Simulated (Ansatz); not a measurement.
## Work function of Pt(111): what the settings cost and change

Aim: the numerical settings behind the work function of Pt(111), with the cost of each.

Program: Ansatz 0.2.0. Level of theory: plane-wave DFT, PBE, Ansatz PAW. Results are calculated unless marked as measured.

Experimental background.

For Pt (clean (111) face, a compiled value), “Anisotropic work function of elemental crystals” (2019, arxiv:1902.07811) quotes earlier work: work function (clean (111) face, a compiled value) 5.91 eV.

## Step 1: Starting point

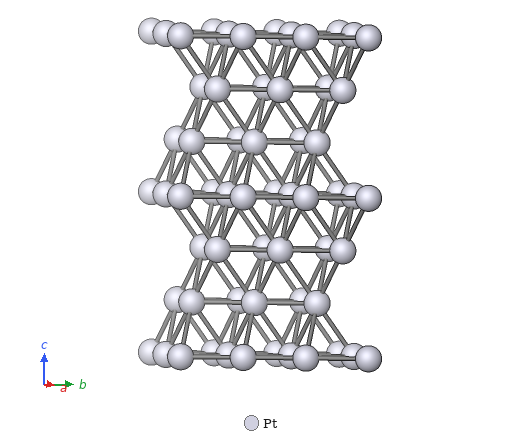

The starting structure, seen from the side, with the c axis up (platinum light grey). 2×3×1 cells are drawn. Some periodic images of atoms are drawn too.

The cell holds 7 atoms: 7 Pt. Cell: a = 2.772 Å, b = 2.772 Å, c = 31.579 Å, α = 90.0°, β = 90.0°, γ = 60.0°. Vacuum lies along c.

## Step 2: Run, setting cutoff 200 eV

A work function rests on the faint tail of the density, so the SCF threshold is tight. The cutoff is raised first; then mesh and smearing are varied at the default cutoff.

Contents of input.yaml:

```yaml
crystal:
  lattice:
    - [2.7718585823, 0.0, 0.0]
    - [1.3859292911, 2.4004999479, 0.0]
    - [0.0, 0.0, 31.5792783313]
  atoms:
    - { symbol: Pt, position: [0.0, 0.0, 0.2849970131] }
    - { symbol: Pt, position: [0.3333333333, 0.3333333333, 0.3566646754] }
    - { symbol: Pt, position: [0.6666666667, 0.6666666667, 0.4283323377] }
    - { symbol: Pt, position: [0.0, 0.0, 0.5] }
    - { symbol: Pt, position: [0.3333333333, 0.3333333333, 0.5716676623] }
    - { symbol: Pt, position: [0.6666666667, 0.6666666667, 0.6433353246] }
    - { symbol: Pt, position: [0.0, 0.0, 0.7150029869] }
kpoints:
  mp_grid: { grid: [17, 17, 1] }
hamiltonian:
  xc: pbe
scf:
  occupations: { method: fermi_dirac, width: 0.1 }
  convergence: { dr2_threshold: 1.0e-09 }
efield:
  axis: 3
  dipole_correction: true
  ramp_position: 0.97
  ramp_width: 0.06
basis:
  ecutwfc: "200 eV"
output:
  write_potential: true
  write_density: true
  volumetric_format: npy
  elf: true
```

Launch:

```
$ ansatz run input.yaml --threads 2 --pin off --max-ram 3072MiB --backend cpu --events-out ev --progress --plain --runs-dir out
```

Numbers of over 12 decimals in the logs are rounded to 6 here.

The program printed:

```text
Warning: basis.ecutwfc = 200 eV is below the records' recommended 420 eV, and the density's cutoff is lower with it unless basis.ecutrho_ratio is high enough to keep the records' density cutoff: compare with a run at a higher cutoff
Warning: basis.ecutrho_ratio 4 (ecutrho = 800 eV, dense FFT grid 15×15×150): the grid does not resolve the core-correction charge of Pt (measure 0.09 e/Å^2.5); warned from 0.08. The energy and each atom's force then go with where the atoms sit on the grid: [figures from the program's tests cut] If this deck is also warned that a cutoff or its ratio is below what is recommended, mend that before anything below. First try basis.xc_grid, which is 1 on this run (the dense grid itself), where it is not refused (2, then 3). Above 1 the core-correction charge is laid on the exchange–correlation grid, and this warning is never given, whether or not the level is enough: [rest of the remark cut]
Engine: ansatz 0.2.0, aarch64-unknown-linux-gnu
Pseudopotentials: kind: paw
Pseudopotential: Pt, paw, valence charge 18, recommended cutoff 420 eV (normal), Pt.paw.azcp
Functional definition: PBE
  parameter kappa = 0.804
  parameter beta = 0.066725
  exchange = pbe_x(kappa = kappa, mu = beta*pi^2/3)
  correlation = pbe_c(beta = beta)
Crystal: 7 atoms, lattice volume = 210.124 Å³
Basis set: ecut = 200 eV, 1375 PW (Γ)
Bands: 76, of which v1, the nominal top of the filled ones, is band 63 counted from 1 (62 counted from 0)
Symmetry: 6 space group operations
k-points: 33 of 289 (time reversal used)
Non-local potential: Pt, projectors of the file, l = 0: 3, l = 1: 2, l = 2: 2, l = 3: 1
PAW form: soft (Blöchl's): semilocal exchange-correlation on the pseudo side does not see the compensation charge
PAW one-centre angular grid: Pt, 590 points (default); XC on 64 Gauss nodes
Initial density: superposition of atomic densities (neutral atoms: chi_scale 0, normalization atom), corrected by the library's trained network
Initial wavefunctions: pseudopotential atomic-orbital guess
Functional: x = pbe(κ = 0.804, μ = 0.219515), c = pbe(β = 0.066725)
SCF iter   1: F=—  HF=-87590.389620 eV  |F-HF|=—  |Δ(HF+E_count)|=         —  Δρ=1.15e-1  dr2=2.71e1  ethr=1.77e-3  p=0.000 e·Å  D=2.35e-13 V/Å  ΔV_dip=-0.00 eV  dr2_dipole=2.54e-7  V_vac-E_F(+/−)=4.26/4.26 eV  ⟨swp⟩=7.9  Hψ=10263  notcnv=0  defer=43
efield: sawtooth ramp at fractional position 0.9700 (set: `efield.ramp_position`, or a place that a band, a saddle search or an elastic batch's reference lends), width 0.0600; the density the first Hamiltonian is built on has a dipole p = 0.000 e·Å; the dipole correction subtracts the counter field D = 2.35e-13 V/Å, which shifts the + side's vacuum level by -0.00 eV against the − side's; the planar-averaged density in the ramp window peaks in size at 4.2e-5 e/Å³
preconditioner: auto → LDOS  [metal: Δε(μ)=0.023 eV  Ē_g=7.632 eV  σ=0.100 eV  W_gap=0.06  n_scr=24 (ndim 8)  ℏωp=21.4 eV  f_vac=0.465  D(μ)=12.11/eV (n_scr^D=146)  β→1.0]
SCF iter   2: F=—  HF=-87588.461526 eV  |F-HF|=—  |Δ(HF+E_count)|=    1.93e0  Δρ=7.61e-2  dr2=1.23e1  ethr=1.77e-3  p=0.000 e·Å  D=3.20e-5 V/Å  ΔV_dip=-0.00 eV  dr2_dipole=4.57e-9  V_vac-E_F(+/−)=6.81/6.82 eV  ⟨swp⟩=3.0  Hψ=6738  notcnv=0  defer=81
SCF iter   3: F=—  HF=-87584.347377 eV  |F-HF|=—  |Δ(HF+E_count)|=    4.11e0  Δρ=9.52e-3  dr2=3.86e-1  ethr=1.77e-3  p=0.000 e·Å  D=4.23e-6 V/Å  ΔV_dip=-0.00 eV  dr2_dipole=1.48e-8  V_vac-E_F(+/−)=6.35/6.35 eV  ⟨swp⟩=2.9  Hψ=5623  notcnv=0  defer=119
SCF iter   4: F=—  HF=-87584.310470 eV  |F-HF|=—  |Δ(HF+E_count)|=   3.69e-2  Δρ=3.94e-3  dr2=1.45e-1  ethr=3.06e-4  p=0.000 e·Å  D=1.15e-5 V/Å  ΔV_dip=-0.00 eV  dr2_dipole=8.46e-10  V_vac-E_F(+/−)=6.24/6.24 eV  ⟨swp⟩=3.3  Hψ=5226  notcnv=0  defer=115
SCF iter   5: F=—  HF=-87584.288686 eV  |F-HF|=—  |Δ(HF+E_count)|=   2.18e-2  Δρ=1.08e-3  dr2=1.43e-2  ethr=1.15e-4  p=0.000 e·Å  D=6.37e-6 V/Å  ΔV_dip=-0.00 eV  dr2_dipole=4.39e-9  V_vac-E_F(+/−)=6.37/6.37 eV  ⟨swp⟩=2.1  Hψ=3856  notcnv=0  defer=115
SCF iter   6: F=—  HF=-87584.288459 eV  |F-HF|=—  |Δ(HF+E_count)|=   2.27e-4  Δρ=7.11e-4  dr2=2.22e-3  ethr=1.13e-5  p=0.000 e·Å  D=2.67e-6 V/Å  ΔV_dip=-0.00 eV  dr2_dipole=7.40e-10  V_vac-E_F(+/−)=6.36/6.37 eV  ⟨swp⟩=2.0  Hψ=3344  notcnv=0  defer=115
SCF iter   7: F=—  HF=-87584.288372 eV  |F-HF|=—  |Δ(HF+E_count)|=   8.70e-5  Δρ=1.58e-4  dr2=1.60e-4  ethr=1.76e-6  p=-0.000 e·Å  D=-4.85e-7 V/Å  ΔV_dip=0.00 eV  dr2_dipole=1.12e-10  V_vac-E_F(+/−)=6.35/6.35 eV  ⟨swp⟩=2.0  Hψ=3237  notcnv=0  defer=115
SCF iter   8: F=—  HF=-87584.288393 eV  |F-HF|=—  |Δ(HF+E_count)|=   2.12e-5  Δρ=9.48e-5  dr2=4.40e-5  ethr=1.27e-7  p=-0.000 e·Å  D=-3.59e-7 V/Å  ΔV_dip=0.00 eV  dr2_dipole=5.86e-11  V_vac-E_F(+/−)=6.34/6.35 eV  ⟨swp⟩=2.1  Hψ=3395  notcnv=0  defer=115
SCF iter   9: F=—  HF=-87584.288397 eV  |F-HF|=—  |Δ(HF+E_count)|=   3.06e-6  Δρ=2.84e-5  dr2=9.64e-6  ethr=3.50e-8  p=0.000 e·Å  D=5.22e-8 V/Å  ΔV_dip=-0.00 eV  dr2_dipole=4.23e-12  V_vac-E_F(+/−)=6.34/6.35 eV  ⟨swp⟩=1.3  Hψ=2481  notcnv=0  defer=115
SCF iter  10: F=—  HF=-87584.288400 eV  |F-HF|=—  |Δ(HF+E_count)|=   3.57e-6  Δρ=1.32e-5  dr2=9.17e-7  ethr=7.65e-9  p=0.000 e·Å  D=6.96e-8 V/Å  ΔV_dip=-0.00 eV  dr2_dipole=4.27e-13  V_vac-E_F(+/−)=6.34/6.35 eV  ⟨swp⟩=1.5  Hψ=2796  notcnv=0  defer=115
SCF iter  11: F=—  HF=-87584.288400 eV  |F-HF|=—  |Δ(HF+E_count)|=   5.01e-9  Δρ=5.22e-6  dr2=8.15e-8  ethr=7.28e-10  p=0.000 e·Å  D=1.09e-8 V/Å  ΔV_dip=-0.00 eV  dr2_dipole=8.67e-13  V_vac-E_F(+/−)=6.34/6.35 eV  ⟨swp⟩=2.1  Hψ=3614  notcnv=0  defer=115
SCF iter  12: F=—  HF=-87584.288400 eV  |F-HF|=—  |Δ(HF+E_count)|=   1.50e-8  Δρ=1.38e-6  dr2=8.24e-9  ethr=6.47e-11  p=-0.000 e·Å  D=-3.54e-9 V/Å  ΔV_dip=0.00 eV  dr2_dipole=6.30e-13  V_vac-E_F(+/−)=6.34/6.35 eV  ⟨swp⟩=2.3  Hψ=3759  notcnv=0  defer=115
SCF iter  13: F=—  HF=-87584.288400 eV  |F-HF|=—  |Δ(HF+E_count)|=  8.73e-10  Δρ=5.33e-7  dr2=1.21e-9  ethr=6.54e-12  p=0.000 e·Å  D=1.74e-8 V/Å  ΔV_dip=-0.00 eV  dr2_dipole=1.08e-13  V_vac-E_F(+/−)=6.34/6.35 eV  ⟨swp⟩=1.9  Hψ=3335  notcnv=0  defer=115
SCF iter  14: F=-87584.288400 eV  HF=-87584.288400 eV  |F-HF|=7.71e-10  |Δ(HF+E_count)|=  1.02e-10  Δρ=2.39e-7  dr2=6.47e-10  ethr=1.00e-12  p=-0.000 e·Å  D=-2.52e-8 V/Å  ΔV_dip=0.00 eV  dr2_dipole=2.64e-13  V_vac-E_F(+/−)=6.34/6.35 eV  ⟨swp⟩=10.8  Hψ=6719  notcnv=0
WARN: efield: at this solve's end the planar-averaged density reaches 1.28e-4 e/Å³ inside the ramp window [0.9383, 0.0617] (bound 1e-5 e/Å³); by the running means of the window's planes the mean density over a ramp is at most 1.19e-4 e/Å³, which is held to the bound (the quickstart, § The vacuum guard, A window that rings); the window's nearer edge stands 7.05 Å from this solve's nearest atom along the axis. Its work [...]
SCF 1 converged in 14 iterations: F = -87584.288400 eV  dr2 = 6.47e-10
  greatest PAW one-centre occupation: 1.026 electrons in one spin orbital (limit 2), on the Pt atom at site 6 (counted from 0), in its partial waves of l = 1
WARN: The output density's exchange-correlation potential varies sharply where the density is thin. Do not read a vacuum level from v_tot or v_xc, or from such a field of the output density. On a cell that repeats whose density bears no net charge and no dipole along the vacuum's axis use v_es (v_loc + v_h of the components); under efield.dipole_correction with no amplitude use v_es + v_field, which holds any externa [...]
SCF converged after 14 iterations
Free energy (F): -87584.288400 eV
Harris-Foulkes:  -87584.288400 eV  (|F-HF|=7.71e-10)
Internal energy: -87583.862172 eV  (E = F + TS)
E sigma→0 (E₀):  -87584.075286 eV
Entropy (-TS):   -0.426228 eV (-60.890 meV/atom)
Fermi energy:    8.643084 eV
Dipole field:    D = -0.000001 V/Å  (p = -0.000001 e·Å, saw-weighted, corrected)
Work function:   Φ+ = 6.3426 eV (in doubt: plateau slope 3.8e-2 eV/Å)   Φ− = 6.3483 eV (in doubt: plateau slope 3.4e-2 eV/Å)
Levels:          The Fermi level and band energies are counted from a zero that moves with the ramp; work functions are not
Vacuum region:   at the solve's end the planar-averaged density reaches 1.28e-4 e/Å³ inside the ramp window [0.9383, 0.0617] (bound 1e-5 e/Å³); by the running means of the window's planes the mean density over a ramp is at most 1.19e-4 e/Å³, which is held to the bound (the quickstart, § The vacuum guard, A window that rings)
--- Per-component energies (eV) ---
  E_band       = -2818.009648
  E_kinetic    = 4632.337859
  E_local      = -296090.873491  (includes V_loc(G=0)·N_el)
  E_nonlocal   = 1145.903177
  E_hartree    = 145776.712039
  E_xc         = -1869.268206
  E_vxc        = -2168.971434  (∫ρ·V_xc dr)
  E_paw        = -66066.265914  (= ΣΔE_a)
  E_vpaw       = -1889.818337  (= ΣTr[D̂ρ^β])
  E_aug_tail   = -0.006050  (compensation charges beyond the density's cutoff)
  E_efield     = 0.000000  (sawtooth field / dipole correction)
  E_vefield    = 0.000000  (∫n·V_field dr)
  E_ewald      = 124887.598414
  E_smearing   = -0.426228  (= −TS)
  E_closure    = 0.000000  (closes the sum)
  Σ components = -87584.288400   (vs F -87584.288400, Δ=0.00e0)
--- Band table (eV; the first three rows and the last of 33) ---
  k-point 0: bands = [... 59 lower, 7.4046, 7.4046, 7.7208, 7.7208, 8.1183, 8.1183, 8.6064, 8.6064, ... 9 higher]
  k-point 1: bands = [... 59 lower, 7.3245, 7.3851, 7.7054, 7.7994, 8.0442, 8.1755, 8.2114, 8.6335, ... 9 higher]
  k-point 2: bands = [... 59 lower, 7.1826, 7.2965, 7.4410, 7.7127, 7.7453, 8.1972, 8.3458, 8.6696, ... 9 higher]
  k-point 32: bands = [... 59 lower, 8.3192, 8.3696, 8.4108, 8.4752, 12.9869, 12.9917, 13.5192, 13.5950, ... 9 higher]
```

Run time: 37 s. Hardware: 2 threads of Arm Neoverse N1, shared host; peak memory 0.44 GiB.

Numbers from this step:

* energy at zero smearing: -87584.0753 eV
* work function, upper face: 6.343 eV

Running mean over 2.263 Å of the planar mean; the ramp of the sawtooth is left out. The electron's electrostatic potential energy less the Fermi level by z:

```tsv
z (Å)	electron's electrostatic potential energy less the Fermi level (eV)
4	6.21
5	6.12
6	5.94
7	4.77
8	-4.95
9	-11.6
10	-12.0
11	-12.2
12	-12.2
13	-12.2
14	-12.3
15	-12.3
16	-12.2
17	-12.3
18	-12.3
19	-12.2
20	-12.2
21	-12.1
22	-12.0
23	-10.4
24	0.509
25	5.60
26	6.03
27	6.16
28	6.25
```

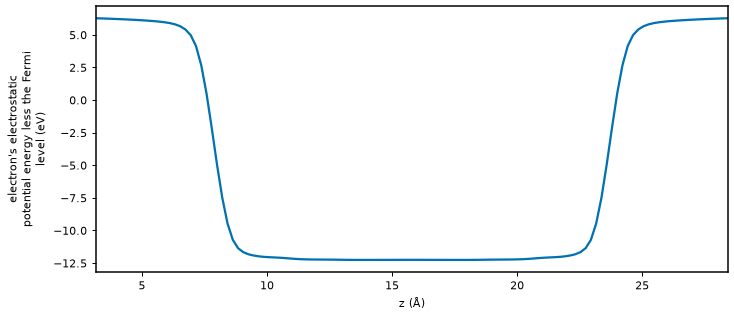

Electron's electrostatic potential energy less the Fermi level against z.

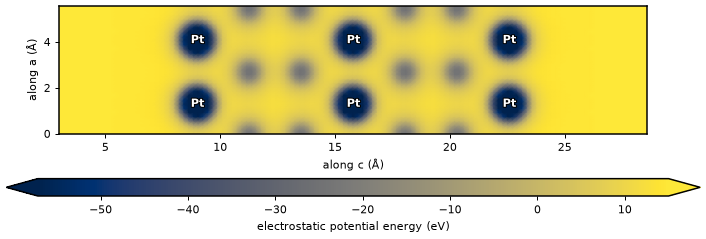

Electrostatic potential energy in the ca plane at fractional y = 0.000, with atoms of Pt within 0.2 Å of it. With pseudopotentials it is smooth inside the atoms' cores, unlike the true potential. The map starts off the cell's origin, so that atoms lie inside it. The far vacuum is left out of the map.

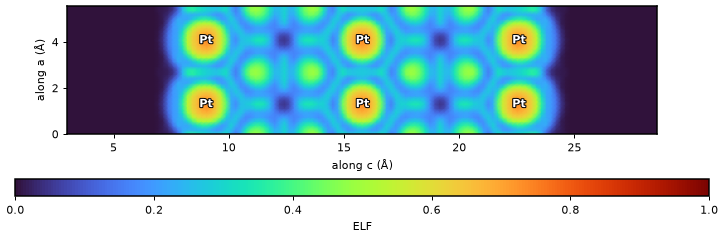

ELF in the ca plane at fractional y = 0.000, with atoms of Pt within 0.2 Å of it. It is the smooth field of the valence electrons, not physical close to the nuclei. The map starts off the cell's origin, so that atoms lie inside it. The far vacuum is left out of the map.

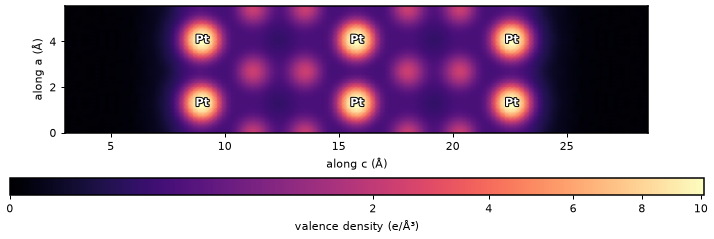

Valence density in the ca plane at fractional y = 0.000, with atoms of Pt within 0.2 Å of it. It is the smooth field of the valence electrons, not physical close to the nuclei. The map starts off the cell's origin, so that atoms lie inside it. The colour scale is stretched toward low values. The far vacuum is left out of the map.

The work function is 6.343 eV. The program marks this work function as in doubt.

## Step 3: Run

input.yaml: that of step 2 with these lines changed.

```diff
@@ -26,3 +26,3 @@
 basis:
-  ecutwfc: "200 eV"
+  ecutwfc: "300 eV"
 output:
@@ -31,2 +31 @@
   volumetric_format: npy
-  elf: true
```

The program printed:

```text
[...]
Crystal: 7 atoms, lattice volume = 210.124 Å³
Basis set: ecut = 300 eV, 2405 PW (Γ)
Bands: 76, of which v1, the nominal top of the filled ones, is band 63 counted from 1 (62 counted from 0)
Symmetry: 6 space group operations
k-points: 33 of 289 (time reversal used)
[...]
k-point 0: bands = [... 59 lower, 7.4346, 7.4346, 7.7861, 7.7861, 8.2860, 8.2860, 8.7282, 8.7282, ... 9 higher]
  k-point 1: bands = [... 59 lower, 7.4588, 7.4851, 7.7946, 7.8703, 8.1199, 8.2670, 8.2854, 8.7309, ... 9 higher]
  k-point 2: bands = [... 59 lower, 7.3375, 7.5002, 7.5426, 7.8124, 7.8597, 8.2941, 8.5175, 8.7433, ... 9 higher]
  k-point 32: bands = [... 59 lower, 8.5875, 8.6536, 8.7421, 8.8017, 13.1976, 13.1993, 13.7451, 13.8479, ... 9 higher]
[key lines of the parts left out:]
SCF converged after 11 iterations
Free energy (F): -87659.098473 eV
Fermi energy:    8.910166 eV
Dipole field:    D = 0.000001 V/Å  (p = 0.000001 e·Å, saw-weighted, corrected)
Work function:   Φ+ = 5.6702 eV   Φ− = 5.6703 eV
```

It took 57 s on 2 threads; peak memory 0.57 GiB.

The work function is 5.670 eV, -0.672 eV from the run “cutoff 200 eV”, at 1.5 times its CPU time.

## Step 4: Run

input.yaml: that of step 3 with these lines changed.

```diff
@@ -26,3 +26,3 @@
 basis:
-  ecutwfc: "300 eV"
+  ecutwfc: "420 eV"
 output:
```

The program printed:

```text
[...]
Crystal: 7 atoms, lattice volume = 210.124 Å³
Basis set: ecut = 420 eV, 4137 PW (Γ)
Bands: 76, of which v1, the nominal top of the filled ones, is band 63 counted from 1 (62 counted from 0)
Symmetry: 6 space group operations
k-points: 33 of 289 (time reversal used)
[...]
k-point 0: bands = [... 59 lower, 7.4404, 7.4404, 7.7890, 7.7890, 8.2850, 8.2850, 8.7309, 8.7309, ... 9 higher]
  k-point 1: bands = [... 59 lower, 7.4645, 7.4885, 7.7979, 7.8698, 8.1188, 8.2682, 8.2896, 8.7362, ... 9 higher]
  k-point 2: bands = [... 59 lower, 7.3403, 7.5072, 7.5443, 7.8172, 7.8636, 8.2992, 8.5198, 8.7497, ... 9 higher]
  k-point 32: bands = [... 59 lower, 8.5919, 8.6563, 8.7453, 8.8054, 13.1912, 13.1925, 13.7374, 13.8408, ... 9 higher]
[key lines of the parts left out:]
SCF converged after 10 iterations
Free energy (F): -87660.033770 eV
Fermi energy:    8.915320 eV
Dipole field:    D = -0.000003 V/Å  (p = -0.000004 e·Å, saw-weighted, corrected)
Work function:   Φ+ = 5.6631 eV   Φ− = 5.6630 eV
```

The job ended after 83 s (2 threads; peak memory 0.8 GiB).

The work function is 5.663 eV, -0.680 eV from the run “cutoff 200 eV”, at 2.1 times its CPU time.

## Step 5: Run

input.yaml: that of step 4 with these lines changed.

```diff
@@ -26,3 +26,3 @@
 basis:
-  ecutwfc: "420 eV"
+  ecutwfc: "600 eV"
 output:
```

The program printed:

```text
[...]
Crystal: 7 atoms, lattice volume = 210.124 Å³
Basis set: ecut = 600 eV, 7123 PW (Γ)
Bands: 76, of which v1, the nominal top of the filled ones, is band 63 counted from 1 (62 counted from 0)
Symmetry: 6 space group operations
k-points: 33 of 289 (time reversal used)
[...]
k-point 0: bands = [... 59 lower, 7.4402, 7.4402, 7.7888, 7.7888, 8.2847, 8.2847, 8.7306, 8.7306, ... 9 higher]
  k-point 1: bands = [... 59 lower, 7.4642, 7.4883, 7.7976, 7.8695, 8.1184, 8.2679, 8.2893, 8.7359, ... 9 higher]
  k-point 2: bands = [... 59 lower, 7.3400, 7.5069, 7.5440, 7.8169, 7.8634, 8.2989, 8.5196, 8.7494, ... 9 higher]
  k-point 32: bands = [... 59 lower, 8.5918, 8.6562, 8.7451, 8.8053, 13.1906, 13.1920, 13.7368, 13.8403, ... 9 higher]
[key lines of the parts left out:]
SCF converged after 11 iterations
Free energy (F): -87660.047319 eV
Fermi energy:    8.915151 eV
Dipole field:    D = -0.000003 V/Å  (p = -0.000003 e·Å, saw-weighted, corrected)
Work function:   Φ+ = 5.6632 eV   Φ− = 5.6631 eV
```

Run time: 2.1 min. Hardware: 2 threads; peak memory 1.2 GiB.

The work function is 5.663 eV, +0.000 eV from the run “cutoff 420 eV”, at 1.6 times its CPU time.

## Step 6: Slab

input.yaml: that of step 5 with these lines changed.

```diff
@@ -14,3 +14,3 @@
 kpoints:
-  mp_grid: { grid: [17, 17, 1] }
+  mp_grid: { grid: [3, 3, 1] }
 hamiltonian:
@@ -25,4 +25,2 @@
   ramp_width: 0.06
-basis:
-  ecutwfc: "600 eV"
 output:
```

The program printed:

```text
[...]
Crystal: 7 atoms, lattice volume = 210.124 Å³
Basis set: ecut = 420 eV, 4137 PW (Γ)
Bands: 76, of which v1, the nominal top of the filled ones, is band 63 counted from 1 (62 counted from 0)
Symmetry: 6 space group operations
k-points: 3 of 9 (time reversal used)
[...]
Work function:   Φ+ = 5.3583 eV   Φ− = 5.3584 eV
[...]
--- Band table (eV) ---
  k-point 0: bands = [... 59 lower, 7.6303, 7.6303, 7.9676, 7.9676, 8.4664, 8.4664, 8.8816, 8.8816, ... 9 higher]
  k-point 1: bands = [... 59 lower, 8.5147, 8.5907, 8.6974, 8.7929, 8.8801, 9.0454, 9.0923, 9.3188, ... 9 higher]
  k-point 2: bands = [... 59 lower, 8.6932, 8.9124, 8.9265, 8.9265, 13.8532, 13.8598, 13.8598, 14.3408, ... 9 higher]
[key lines of the parts left out:]
SCF converged after 14 iterations
Free energy (F): -87657.836648 eV
Fermi energy:    8.870536 eV
Dipole field:    D = 0.000002 V/Å  (p = 0.000002 e·Å, saw-weighted, corrected)
```

Run time: 11 s. Hardware: 2 threads; peak memory 0.44 GiB; 15 s of CPU time.

The work function is 5.358 eV, -0.305 eV from the run “cutoff 420 eV”, at 0.10 times its CPU time.

## Step 7: Run

input.yaml: that of step 6 with these lines changed.

```diff
@@ -14,3 +14,3 @@
 kpoints:
-  mp_grid: { grid: [3, 3, 1] }
+  mp_grid: { grid: [6, 6, 1] }
 hamiltonian:
```

The program printed:

```text
[...]
Crystal: 7 atoms, lattice volume = 210.124 Å³
Basis set: ecut = 420 eV, 4137 PW (Γ)
Bands: 76, of which v1, the nominal top of the filled ones, is band 63 counted from 1 (62 counted from 0)
Symmetry: 6 space group operations
k-points: 7 of 36 (time reversal used)
[...]
k-point 0: bands = [... 59 lower, 7.4647, 7.4647, 7.8235, 7.8235, 8.3349, 8.3349, 8.7793, 8.7793, ... 9 higher]
  k-point 1: bands = [... 59 lower, 7.2514, 7.4585, 7.5724, 7.8718, 8.0540, 8.3514, 8.8050, 8.9367, ... 9 higher]
  k-point 2: bands = [... 59 lower, 8.1110, 8.3177, 8.3867, 8.5481, 8.6097, 8.8806, 8.9767, 9.1134, ... 9 higher]
  k-point 6: bands = [... 59 lower, 8.4980, 8.7223, 8.7227, 8.7227, 13.5005, 13.5005, 13.5127, 14.1244, ... 9 higher]
[key lines of the parts left out:]
SCF converged after 13 iterations
Free energy (F): -87660.292416 eV
Fermi energy:    8.938462 eV
Dipole field:    D = 0.000000 V/Å  (p = 0.000000 e·Å, saw-weighted, corrected)
Work function:   Φ+ = 5.5988 eV   Φ− = 5.5989 eV
```

Run time: 19 s. Hardware: 2 threads; peak memory 0.48 GiB.

The work function is 5.599 eV, -0.064 eV from the run “cutoff 420 eV”, at 0.21 times its CPU time.

[end of part 1 of 2]

[Logs are printed without paths, hosts, clocks, repeated set-up lines and the standing remarks that a program may print on its own settings, such as how far it seeks lower states.]

[Hosts, paths, dates, database ids (printed as entryN), source tags and the programs' standing remarks are cut or masked in the printed files.]

[Maps of the electrostatic potential energy from Ansatz leave out the sawtooth potential of an applied field or a dipole correction, so their vacuum need not be flat; planar profiles and work functions include it.]
